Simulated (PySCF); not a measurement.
# BClH₄P−: runs on many settings

Which settings matter for BClH₄P− (`P[BH2-]Cl`)?

The runs use PySCF 2.14.0, with density-fitted response routines of our own; the level of theory stands in each step. All values are computed, except where a source is named. Atoms are numbered from 0 throughout.

### 1 Starting geometry

7 atoms, charge -1, multiplicity 1; geometry from: GFN2-xTB.

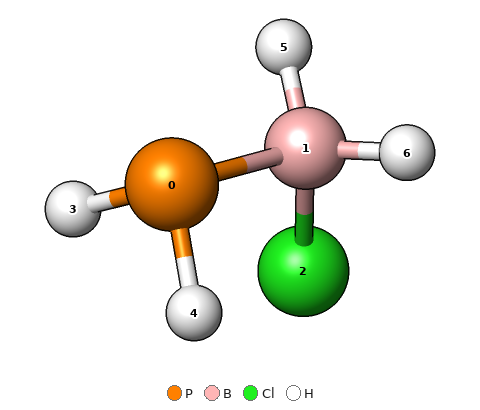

The starting geometry (phosphorus orange, boron pink, chlorine green, hydrogen white), atoms numbered.

### 2 NMR shieldings: PBE0/pcSseg-1

The job: settings as JSON, then the geometry in Å.

```
{"job": {"kind": "nmr", "xc": "PBE0", "basis": "pcSseg-1"}, "charge": -1, "multiplicity": 1}
P      1.162575    -0.526826     0.344536
B     -0.765901    -0.201480     0.056244
Cl    -1.012902     1.422081    -0.812032
H      1.614848    -0.197288    -0.917220
H      1.509484     0.722097     0.820089
H     -1.199053    -1.073790    -0.644878
H     -1.305718    -0.139890     1.126183
```

With the program's defaults for keys left out, this is: GIAO PBE0/pcSseg-1 NMR shielding, non-relativistic, gas phase.

On the command line:

```console
$ OMP_NUM_THREADS=1 python probes_run.py task.json out
```

The driver reads the jobs from task.json and runs them one after another.

The log of the run:

```text
coarse grid: 6816 points
cycle   1  E = -828.4744962487  dE = -2.764e-02  |g| = 3.337e-01  |ddm| = 2.212e+00
cycle   2  E = -828.4836517019  dE = -9.155e-03  |g| = 3.348e-01  |ddm| = 1.192e+00
cycle   3  E = -828.5184818804  dE = -3.483e-02  |g| = 4.046e-02  |ddm| = 5.063e-01
cycle   4  E = -828.5188511519  dE = -3.693e-04  |g| = 1.882e-02  |ddm| = 7.081e-02
cycle   5  E = -828.5189398485  dE = -8.870e-05  |g| = 2.018e-03  |ddm| = 2.167e-02
cycle   6  E = -828.5189408127  dE = -9.642e-07  |g| = 6.350e-04  |ddm| = 3.951e-03
final grid: 56368 points
cycle   7  E = -828.5357692506  dE = -2.013e-05  |g| = 4.362e-03  |ddm| = 1.827e-02
cycle   8  E = -828.5357686907  dE =  5.600e-07  |g| = 4.170e-03  |ddm| = 8.941e-03
cycle   9  E = -828.5357737139  dE = -5.023e-06  |g| = 5.345e-04  |ddm| = 5.146e-03
cycle  10  E = -828.5357737916  dE = -7.769e-08  |g| = 1.132e-04  |ddm| = 7.571e-04
cycle  11  E = -828.5357737950  dE = -3.468e-09  |g| = 1.652e-05  |ddm| = 1.671e-04
cycle  12  E = -828.5357737951  dE = -7.390e-11  |g| = 2.996e-06  |ddm| = 2.209e-05
converged SCF energy = -828.5357737951

GIAO shielding tensors (ppm)
atom      isotropic    diamagn.    paramagn.     s11        s22        s33       span
  0 P      520.433     967.000    -446.568    425.808    525.193    610.296    184.488
  1 B      123.584     183.594     -60.010    104.512    118.510    147.729     43.217
  2 Cl    1000.227    1148.447    -148.219    928.298    961.451   1110.933    182.635
  3 H       31.275      31.665      -0.389     28.095     29.063     36.668      8.573
  4 H       31.272      31.653      -0.381     28.086     29.070     36.660      8.574
  5 H       29.085      29.036       0.049     24.143     29.509     33.604      9.460
  6 H       29.082      29.038       0.044     24.130     29.503     33.615      9.486
```

It took 13 s on 1 thread of Intel Xeon at 2.70GHz, shared host.

The references, computed at this level on geometries of the same kind, shield at (ppm): ¹H TMS 31.72, ³¹P H3PO4 318.4, ¹¹B BF3·OEt2 100.1, ³⁵Cl HCl 950. Their shielding less the atom's gives the shift. The references are single molecules in the gas phase, so shifts against H2O, NH3, PH3, H3PO4 or CFCl3 are not on the usual liquid scales and can be off by tens of ppm. Atoms listed in one row are averaged.

```tsv
atoms	environment	σ (ppm)	δ (ppm)
H5, H6	hydrogen on a boron bonded to Cl, P	29.08	2.63
H3, H4	hydrogen on a phosphorus bonded to B	31.27	0.44
P0	phosphorus bonded to B, 2 H	520.4	-202.1
B1	boron bonded to Cl, P, 2 H	123.6	-23.5
Cl2	chlorine bonded to B	1000	-50
```

The run also stored atomic charges by several schemes (e):

```tsv
atoms	Mulliken	IAO	Hirshfeld	ESP fit
P0	-0.24	-0.07	-0.17	-0.73
B1	-0.11	-0.42	-0.14	0.66
Cl2	-0.45	-0.33	-0.31	-0.57
```

Mulliken charges:

```tsv
atom	value (e)
P0	-0.24
B1	-0.11
Cl2	-0.45
H3	-0.03
H4	-0.03
H5	-0.07
H6	-0.07
```

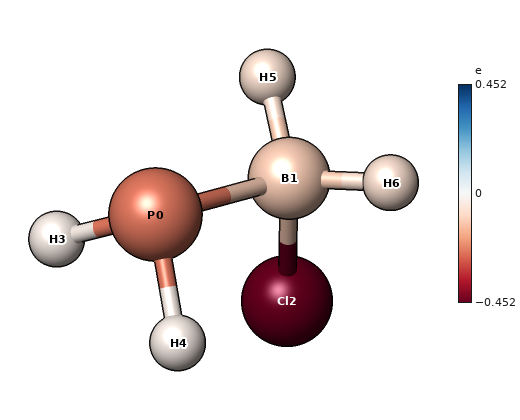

Mulliken charges, as colours on the atoms.

Mayer bond orders: P0–B1 0.95, B1–Cl2 0.80.

### 3 TDDFT and polarisability: PBE0/def2-SVPD

Settings changed since step 2:

```diff
@@ -1,2 +1,2 @@
-{"job": {"kind": "nmr", "xc": "PBE0", "basis": "pcSseg-1"}, "charge": -1, "multiplicity": 1}
+{"job": {"kind": "uv", "xc": "PBE0", "basis": "def2-SVPD", "nstates": 6, "ntriplets": 2}, "charge": -1, "multiplicity": 1}
 P      1.162575    -0.526826     0.344536
```

Level: TDDFT PBE0/def2-SVPD, vertical, gas phase, core orbitals frozen in the response.

The log of the run:

```text
coarse grid: 6816 points
cycle   1  E = -828.1828004942  dE = -4.588e-02  |g| = 3.263e-01  |ddm| = 2.768e+00
cycle   2  E = -828.1817351635  dE =  1.065e-03  |g| = 3.717e-01  |ddm| = 1.669e+00
cycle   3  E = -828.2296195661  dE = -4.788e-02  |g| = 3.974e-02  |ddm| = 6.766e-01
cycle   4  E = -828.2300256776  dE = -4.061e-04  |g| = 1.505e-02  |ddm| = 9.059e-02
cycle   5  E = -828.2300941719  dE = -6.849e-05  |g| = 2.910e-03  |ddm| = 3.001e-02
cycle   6  E = -828.2300967205  dE = -2.549e-06  |g| = 5.954e-04  |ddm| = 7.823e-03
final grid: 56368 points
cycle   7  E = -828.3175816738  dE = -1.519e-05  |g| = 3.778e-03  |ddm| = 6.278e-02
cycle   8  E = -828.3175808329  dE =  8.409e-07  |g| = 4.057e-03  |ddm| = 1.428e-02
cycle   9  E = -828.3175863208  dE = -5.488e-06  |g| = 4.208e-04  |ddm| = 7.261e-03
cycle  10  E = -828.3175863778  dE = -5.695e-08  |g| = 8.314e-05  |ddm| = 6.615e-04
cycle  11  E = -828.3175863801  dE = -2.279e-09  |g| = 1.923e-05  |ddm| = 2.258e-04
cycle  12  E = -828.3175863802  dE = -1.062e-10  |g| = 4.730e-06  |ddm| = 4.313e-05
converged SCF energy = -828.3175863802

Static polarisability (au): isotropic 71.586, principal 60.413 68.354 85.990

Singlet excitations
state   eV       nm        f      main configurations
  1   5.0287    246.6   0.03586   H->L 0.98
  2   5.8656    211.4   0.01667   H->L+1 0.82, H->L+2 0.14
  3   5.9729    207.6   0.00178   H-1->L 0.86, H->L+3 0.08
  4   6.0132    206.2   0.11038   H->L+2 0.81, H->L+1 0.15
  5   6.0366    205.4   0.00821   H->L+3 0.48, H->L+4 0.37, H-1->L 0.13
  6   6.3959    193.8   0.00846   H->L+4 0.56, H->L+3 0.43

Triplet excitations (Tamm-Dancoff, eV): 4.7753 5.2980
```

Run time: 7 s. Hardware: 1 thread of Intel Xeon at 2.70GHz, shared host.

The orbitals next to the gap, with their largest atomic shares:

```tsv
orbital	eV	atoms
HOMO−3	-4.36	Cl2 51 %, B1 18 %, P0 17 %
HOMO−2	-3.09	P0 32 %, Cl2 24 %, B1 19 %
HOMO−1	-2.61	Cl2 53 %, B1 22 %, H6 11 %
HOMO	-1.57	P0 53 %, Cl2 24 %, B1 11 %
LUMO	4.44	B1 63 %, Cl2 11 %, P0 10 %
LUMO+1	5.24	Cl2 80 %, B1 7 %, P0 6 %
LUMO+2	5.51	Cl2 39 %, P0 18 %, H4 13 %
```

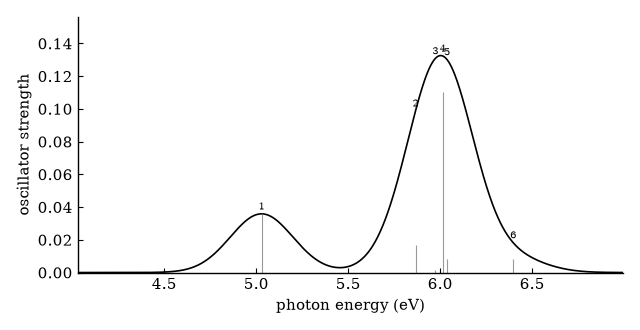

Absorption spectrum from the 6 singlet states computed; above the last one it falls off for lack of states. Lines are broadened to a width of 0.40 eV (Gaussian).

Further results of this job:

```tsv
property	computed
polarisability (Å³)	10.61
HOMO–LUMO gap (eV)	6.02
−ε(HOMO) (eV)	1.57
```

### 4 J couplings: revPBE/def2-TZVPP

Settings changed since step 3:

```diff
@@ -1,2 +1,2 @@
-{"job": {"kind": "uv", "xc": "PBE0", "basis": "def2-SVPD", "nstates": 6, "ntriplets": 2}, "charge": -1, "multiplicity": 1}
+{"job": {"kind": "j", "xc": "revPBE", "basis": "def2-TZVPP", "scf": {"level_shift": 0.2}}, "charge": -1, "multiplicity": 1}
 P      1.162575    -0.526826     0.344536
```

Method: revPBE/def2-TZVPP indirect spin-spin coupling, non-relativistic, gas phase.

The log of the run:

```text
final grid: 56368 points
cycle   1  E = -828.7221895481  dE = -5.449e-02  |g| = 3.250e-01  |ddm| = 1.828e+00
cycle   2  E = -828.7534272664  dE = -3.124e-02  |g| = 2.438e-01  |ddm| = 9.404e-01
cycle   3  E = -828.7660842842  dE = -1.266e-02  |g| = 6.071e-02  |ddm| = 2.340e-01
cycle   4  E = -828.7672516298  dE = -1.167e-03  |g| = 1.611e-02  |ddm| = 8.303e-02
cycle   5  E = -828.7673424820  dE = -9.085e-05  |g| = 4.023e-03  |ddm| = 3.244e-02
cycle   6  E = -828.7673473616  dE = -4.880e-06  |g| = 9.647e-04  |ddm| = 1.102e-02
cycle   7  E = -828.7673477330  dE = -3.714e-07  |g| = 4.054e-04  |ddm| = 3.796e-03
cycle   8  E = -828.7673477984  dE = -6.543e-08  |g| = 1.051e-04  |ddm| = 1.481e-03
cycle   9  E = -828.7673478069  dE = -8.486e-09  |g| = 3.940e-05  |ddm| = 6.362e-04
cycle  10  E = -828.7673478085  dE = -1.563e-09  |g| = 1.736e-05  |ddm| = 2.929e-04
cycle  11  E = -828.7673478088  dE = -3.513e-10  |g| = 7.095e-06  |ddm| = 1.369e-04
level shift removed, Fock matrix diagonalised once more
converged SCF energy = -828.7673478088

Indirect spin-spin couplings (Hz)
  i      j    bonds     total        FC       PSO       DSO        SD
  0 P    1 B    1     13.455    13.646    -3.383     0.192     3.000
  0 P    3 H    1     87.299    77.795     9.061     0.380     0.063
  0 P    4 H    1     87.243    77.742     9.061     0.380     0.059
  0 P    5 H    2     19.257    19.606    -0.626    -0.087     0.364
  0 P    6 H    2     19.298    19.648    -0.627    -0.086     0.364
  1 B    3 H    2     -2.956    -2.959    -0.013    -0.047     0.064
  1 B    4 H    2     -2.953    -2.957    -0.014    -0.047     0.064
  1 B    5 H    1    100.484    99.803    -0.751     1.019     0.413
  1 B    6 H    1    100.369    99.686    -0.750     1.019     0.413
  3 H    4 H    2    -10.223   -10.650     0.955    -0.650     0.123
  3 H    5 H    3      2.836     2.813     0.146    -0.161     0.037
  3 H    6 H    3     10.683    11.152     1.527    -2.009     0.012
  4 H    5 H    3     10.651    11.119     1.526    -2.006     0.012
  4 H    6 H    3      2.808     2.787     0.147    -0.162     0.037
  5 H    6 H    2     -7.898    -7.846     0.715    -0.941     0.174
```

Wall time 18 s (1 thread of Intel Xeon at 2.70GHz, shared host); peak memory 0.46 GiB.

The basis is not made for couplings: without tight functions at the nuclei these values are rough.

A choice of the couplings up to four bonds, sorted by the number of bonds, with means over like pairs; isotopes 11B, 1H, 31P:

```tsv
pair	bonds	J (Hz)	Fermi contact (Hz)
B1–H5	1	100.4	99.7
P0–H3	1	87.3	77.8
P0–B1	1	13.5	13.6
P0–H5	2	19.3	19.6
H3–H4	2	-10.2	-10.7
H5–H6	2	-7.9	-7.8
B1–H3	2	-3.0	-3.0
H3–H5	3	6.7	7.0
```

The response was solved for the nuclei of B, H, P alone, so couplings that need other nuclei can be missing.

Quadrupole couplings from the field gradients of the same density:

```tsv
atom	isotope	eQq/h (MHz)	η
Cl2	35Cl	-38.6	0.02
B1	11B	1.811	0.68
```

Shifts (PBE0/pcSseg-1, unscaled) and these couplings together give the proton spectrum at 300 MHz below. Couplings to quadrupolar nuclei are left out.

¹H NMR δ 2.63 (br, 2H), 0.44 (m, 2H).

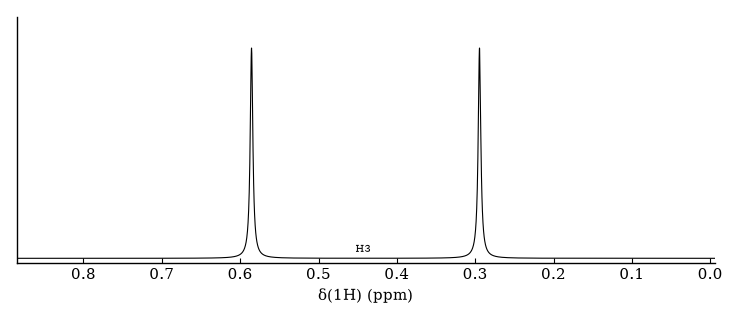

Simulated proton spectrum at 300 MHz, by exact diagonalisation of each spin system; lines 1.2 Hz wide, exchangeable protons uncoupled, protons on B, Al or Ga left out.

### 5 Excited states and response: PBE0/6-31++G**

Settings changed since step 4:

```diff
@@ -1,2 +1,2 @@
-{"job": {"kind": "j", "xc": "revPBE", "basis": "def2-TZVPP", "scf": {"level_shift": 0.2}}, "charge": -1, "multiplicity": 1}
+{"job": {"kind": "uv", "xc": "PBE0", "basis": "6-31++G**", "nstates": 1, "ntriplets": 2, "tda": false}, "charge": -1, "multiplicity": 1}
 P      1.162575    -0.526826     0.344536
```

Method: TDDFT PBE0/6-31++G**, vertical, gas phase, core orbitals frozen in the response.

The log of the run:

```text
coarse grid: 6816 points
cycle   1  E = -828.5237289800  dE = -1.831e-02  |g| = 3.347e-01  |ddm| = 2.297e+00
cycle   2  E = -828.5253678968  dE = -1.639e-03  |g| = 3.663e-01  |ddm| = 1.556e+00
cycle   3  E = -828.5733188409  dE = -4.795e-02  |g| = 3.572e-02  |ddm| = 9.223e-01
cycle   4  E = -828.5736468684  dE = -3.280e-04  |g| = 1.294e-02  |ddm| = 8.049e-02
cycle   5  E = -828.5736996344  dE = -5.277e-05  |g| = 2.737e-03  |ddm| = 2.594e-02
cycle   6  E = -828.5737020188  dE = -2.384e-06  |g| = 4.744e-04  |ddm| = 6.758e-03
final grid: 56368 points
cycle   7  E = -828.5420132960  dE = -1.226e-05  |g| = 4.014e-03  |ddm| = 3.565e-02
cycle   8  E = -828.5420125032  dE =  7.928e-07  |g| = 4.314e-03  |ddm| = 1.195e-02
cycle   9  E = -828.5420188024  dE = -6.299e-06  |g| = 3.624e-04  |ddm| = 6.927e-03
cycle  10  E = -828.5420188432  dE = -4.087e-08  |g| = 7.553e-05  |ddm| = 9.936e-04
cycle  11  E = -828.5420188452  dE = -1.938e-09  |g| = 1.463e-05  |ddm| = 1.712e-04
cycle  12  E = -828.5420188452  dE = -7.230e-11  |g| = 3.972e-06  |ddm| = 4.579e-05
converged SCF energy = -828.5420188452

Static polarisability (au): isotropic 67.150, principal 55.971 63.006 82.472

Singlet excitations
state   eV       nm        f      main configurations
  1   4.2278    293.3   0.08544   H->L 0.99

Triplet excitations (Tamm-Dancoff, eV): 4.0374 4.7695
```

Run time: 4.3 s. Hardware: 1 thread of Intel Xeon at 2.70GHz, shared host; peak memory 0.46 GiB.

Key values: HOMO -1.61 eV, LUMO 3.54 eV; lowest singlet 4.23 eV.

### 6 NMR shieldings: PBE0/6-31G* in dichloromethane

Settings changed since step 5:

```diff
@@ -1,2 +1,2 @@
-{"job": {"kind": "uv", "xc": "PBE0", "basis": "6-31++G**", "nstates": 1, "ntriplets": 2, "tda": false}, "charge": -1, "multiplicity": 1}
+{"job": {"kind": "nmr", "xc": "PBE0", "basis": "6-31G*", "solvent": "dichloromethane", "pop": false, "scf": {"aux": "def2-universal-jkfit"}}, "charge": -1, "multiplicity": 1}
 P      1.162575    -0.526826     0.344536
```

Method: GIAO PBE0/6-31G* NMR shielding, non-relativistic, IEF-PCM dichloromethane.

The log of the run:

```text
final grid: 56368 points
cycle   1  E = -828.5611842444  dE = -9.817e-02  |g| = 3.242e-01  |ddm| = 2.293e+00
cycle   2  E = -828.5765628904  dE = -1.538e-02  |g| = 2.819e-01  |ddm| = 1.035e+00
cycle   3  E = -828.6030926386  dE = -2.653e-02  |g| = 2.964e-02  |ddm| = 4.275e-01
cycle   4  E = -828.6033213938  dE = -2.288e-04  |g| = 1.073e-02  |ddm| = 5.006e-02
cycle   5  E = -828.6033576179  dE = -3.622e-05  |g| = 2.043e-03  |ddm| = 1.657e-02
cycle   6  E = -828.6033589420  dE = -1.324e-06  |g| = 3.268e-04  |ddm| = 3.247e-03
cycle   7  E = -828.6033589762  dE = -3.417e-08  |g| = 9.232e-05  |ddm| = 6.682e-04
cycle   8  E = -828.6033589794  dE = -3.168e-09  |g| = 1.472e-05  |ddm| = 1.871e-04
cycle   9  E = -828.6033589795  dE = -7.924e-11  |g| = 2.348e-06  |ddm| = 3.540e-05
converged SCF energy = -828.6033589795

GIAO shielding tensors (ppm)
atom      isotropic    diamagn.    paramagn.     s11        s22        s33       span
  0 P      564.983     968.478    -403.495    481.348    580.817    632.784    151.436
  1 B      134.714     188.200     -53.486    115.594    130.738    157.812     42.218
  2 Cl    1025.539    1147.888    -122.348    963.979    992.107   1120.532    156.553
  3 H       31.560      31.728      -0.168     27.818     29.308     37.554      9.736
  4 H       31.555      31.716      -0.161     27.806     29.316     37.544      9.737
  5 H       30.000      29.952       0.048     25.090     30.538     34.373      9.283
  6 H       29.999      29.958       0.041     25.079     30.533     34.385      9.306
```

Wall time 3.5 s (1 thread of Intel Xeon at 2.70GHz, shared host); peak memory 0.46 GiB.

This run: σ P0 565.0, B1 134.7, Cl2 1026, H5 30.00, H3 31.56 ppm (means over like atoms).

### 7 Comparing the runs: NMR shifts

Isotropic shieldings (ppm), means over like atoms, with basis size and wall time:

```tsv
run	H5	H3	P0	B1	Cl2	functions	time
PBE0/pcSseg-1	29.08	31.27	520.4	123.6	1000	85	13 s
PBE0/6-31G* in dichloromethane	30.00	31.56	565.0	134.7	1026	58	3.5 s
```

### 8 Run by run: electronic excitations

Excitations and ground-state properties, with basis size and wall time:

```tsv
run	lowest singlet (eV)	brightest (eV)	f	gap (eV)	α (Å³)	functions	time
PBE0/def2-SVPD	5.03	6.01	0.110	6.02	10.61	103	7 s
PBE0/6-31++G**	4.23	4.23	0.085	5.14	9.95	86	4.3 s
```

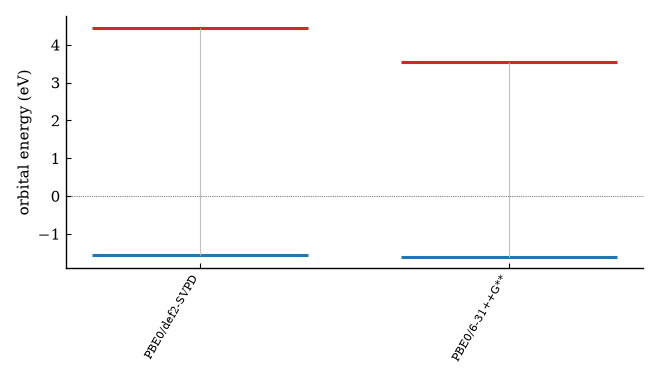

HOMO (blue) and LUMO (red) run by run.

### 9 Outcome

| quantity | value |
| --- | --- |
| ¹H shifts against TMS (PBE0/pcSseg-1, means over atoms taken as alike) | 2.63, 0.44 ppm |
| ³¹P shifts against H3PO4 (PBE0/pcSseg-1) | -202.1 ppm |
| ¹¹B shifts against BF3·OEt2 (PBE0/pcSseg-1) | -23.5 ppm |
| ³⁵Cl shifts against HCl (PBE0/pcSseg-1) | -50 ppm |
| lowest singlet (PBE0/def2-SVPD) | 5.03 eV (247 nm), f = 0.036 |
| brightest single state of those computed | state 4, 6.01 eV, f = 0.110 |
| lowest triplet | 4.78 eV |
| largest coupling of the table (revPBE/def2-TZVPP) | ¹J(B,H) B1–H5, 100.4 Hz |
| range of the shielding of P0 | 520.4 to 565.0 ppm |
| range of the lowest singlet | 4.23 to 5.03 eV |

**Reading.** Single values in the summary come from the first run of each kind that ended normally (PBE0/pcSseg-1; PBE0/def2-SVPD; revPBE/def2-TZVPP), which need not be the best level. The first singlet state (HOMO→LUMO 0.98) lies at 5.03 eV and is weak; of the 6 states computed, the strongest absorption comes from state 4 at 6.01 eV. The lowest triplet lies 0.25 eV below the lowest singlet (triplets in Tamm-Dancoff, singlets in full TDDFT). The lowest singlet lies above −ε(HOMO); no detachment energy was computed, so the anion's states may not be bound. In the run at revPBE/def2-TZVPP, the largest coupling of the table is B1–H5 (mean over like pairs), 100.4 Hz, of which the Fermi-contact term gives 99.7 Hz. Across the 2 runs the shielding of P0 moves most, between 520.4 (PBE0/pcSseg-1) and 565.0 ppm (PBE0/6-31G* in dichloromethane). The lowest singlet runs from 4.23 eV (PBE0/6-31++G**) to 5.03 eV (PBE0/def2-SVPD), while the orbital gap spans 5.14 to 6.02 eV. The lowest state need not be the same one in every run. The runs solved for a few states only, so the brightest column depends on that window. Couplings from bases without tight functions are rough.
